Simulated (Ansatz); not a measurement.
System ZnS (space group F-43m, No. 216); source of the atomic positions: a calculation's input that goes back to an entry of the Crystallography Open Database (an earlier step may have relaxed or displaced it).

```cif
data_structure
_symmetry_space_group_name_H-M 'F-43m'
_symmetry_Int_Tables_number 216
_cell_length_a 5.3882
_cell_length_b 5.3882
_cell_length_c 5.3882
_cell_angle_alpha 90.000
_cell_angle_beta 90.000
_cell_angle_gamma 90.000
_cell_volume 156.43
loop_
_atom_site_label
_atom_site_type_symbol
_atom_site_symmetry_multiplicity
_atom_site_Wyckoff_symbol
_atom_site_fract_x
_atom_site_fract_y
_atom_site_fract_z
_atom_site_occupancy
Zn1 Zn 4 d 0.25000 0.25000 0.75000 1
S1 S 4 a 0.00000 0.00000 0.00000 1
```

Bonds are taken as S–Zn below 2.6 Å. The graph is simplified in the usual way: terminal and isolated atoms are pruned, two-connected atoms become edges.

What net does this leave?

The result is a uninodal 4-connected, three-periodic net: Zn and S are 4-connected nodes. It is the dia net, known from diamond, zinc blende and cristobalite. It is a single net, without interpenetration.

| node | links | point symbol | coordination sequence |
| --- | --- | --- | --- |
| Zn and S | 4 | 6^6 | 4 12 24 42 64 92 124 162 204 252 |

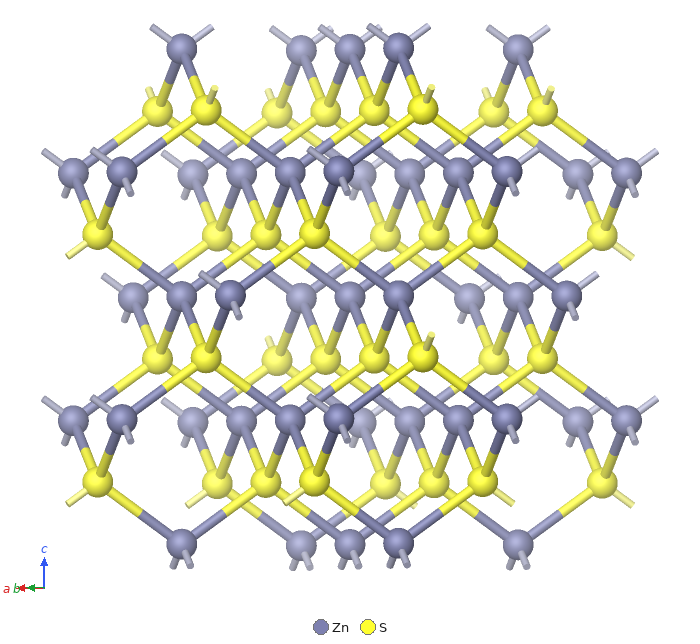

Nodes are coloured by element. Short stubs are edges that leave the cut-out.
